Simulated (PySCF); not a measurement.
C₄H₆FOSi₂ (SMILES Fc1c[c]oc1[SiH2][SiH3]) (doublet)

| atom | x (Å) | y (Å) | z (Å) |
| --- | --- | --- | --- |
| F | 0.8314 | -0.7792 | 1.4441 |
| C | 1.3804 | -0.4494 | 0.2645 |
| C | 2.7577 | -0.5200 | -0.0552 |
| C | 2.7852 | -0.1013 | -1.3509 |
| O | 1.6053 | 0.2242 | -1.8209 |
| C | 0.6841 | 0.0100 | -0.8258 |
| Si | -1.1163 | 0.3503 | -1.1687 |
| Si | -2.2217 | 0.2791 | 0.8803 |
| H | 3.5668 | -0.8364 | 0.5657 |
| H | -1.5996 | -0.6492 | -2.1316 |
| H | -1.1821 | 1.6499 | -1.8473 |
| H | -2.3700 | -1.0881 | 1.3762 |
| H | -1.5553 | 1.0777 | 1.9073 |
| H | -3.5665 | 0.8319 | 0.6905 |

Geometry: GFN2-xTB.

The calculation used UKS B3LYP, pcH-1 on C F H O Si, non-relativistic, mean-field spin-orbit, GIAO in PySCF.

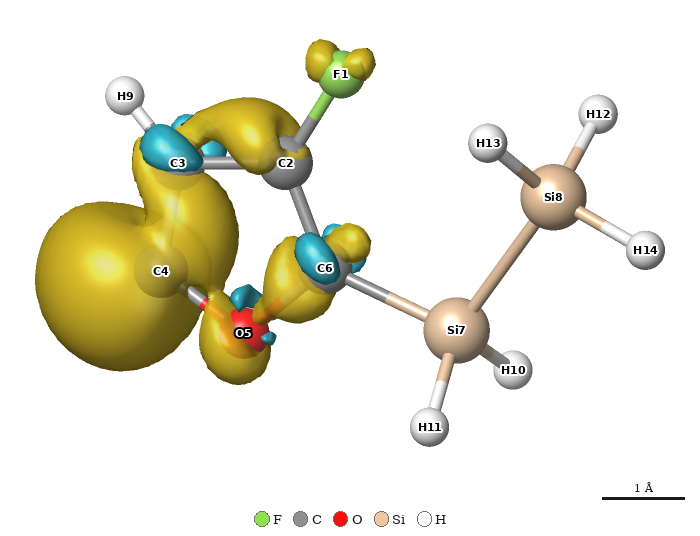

Figure 1. Isosurfaces of the spin density (α minus β) at +0.02 (yellow) and −0.02 e/Å³ (cyan), seen at a tilt.

> Where is the unpaired spin?

The unpaired spin (1 electron) lies mostly on C4 (about 0.8) and C3 (about 0.1), in electrons by Hirshfeld's partition.

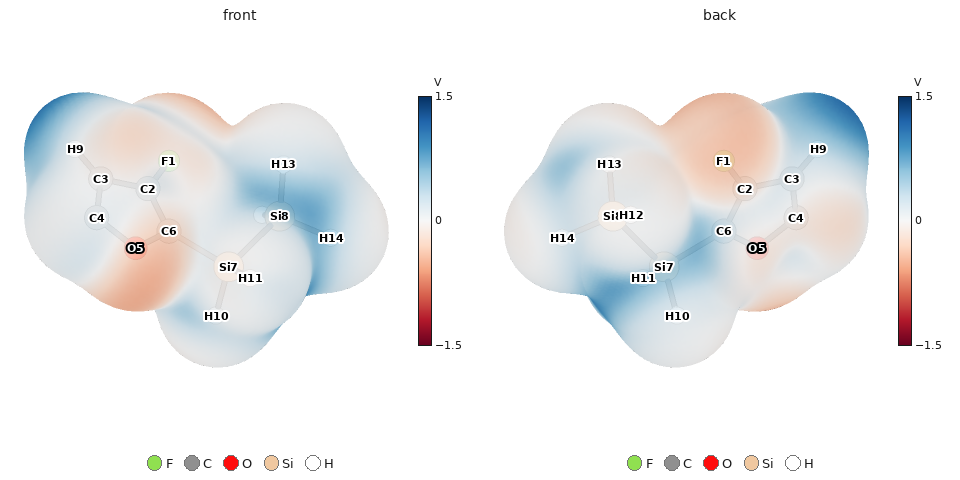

Figure 2. The electrostatic potential painted on the density surface at 0.001 e/bohr³, seen from the front and from behind; the colour scale runs from red (negative) to blue (positive).

> Which sites attract a positive test charge, and which a negative one?

A positive charge is drawn to the negative regions and a negative charge to the positive ones. The most negative region (about −0.5 V) lies over O5, the most positive (about +1.1 V) over H9.

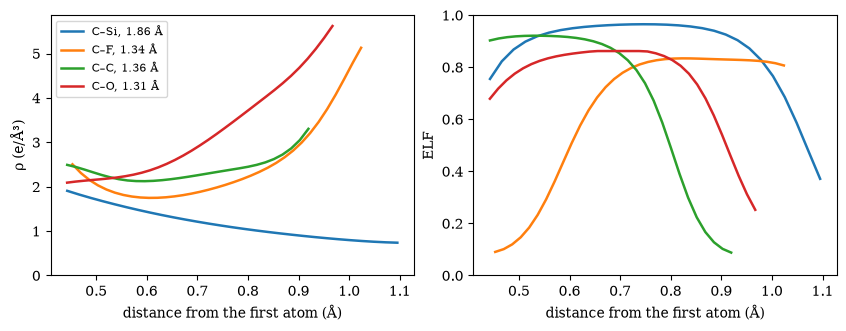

Figure 3. Electron density and ELF along straight lines between neighbouring atoms. The curves leave out the atomic cores.

> What can be read from the curves?

C–Si (1.86 Å): ρ is about 0.87 e/Å³ halfway; the ELF peaks at about 0.95 between the atoms; localised, covalent bonding.
C–F (1.34 Å): ρ at the midpoint is about 1.8 e/Å³; the ELF peaks at about 0.85 between the atoms; a shared but strongly polarised pair.
C–C (1.36 Å): ρ is about 2.2 e/Å³ halfway; the ELF peaks at about 0.90 between the atoms (a covalent bond).
C–O (1.31 Å): the density is about 2.6 e/Å³ at the midpoint; the ELF peaks at about 0.85 between the atoms, as expected for a polar covalent bond.
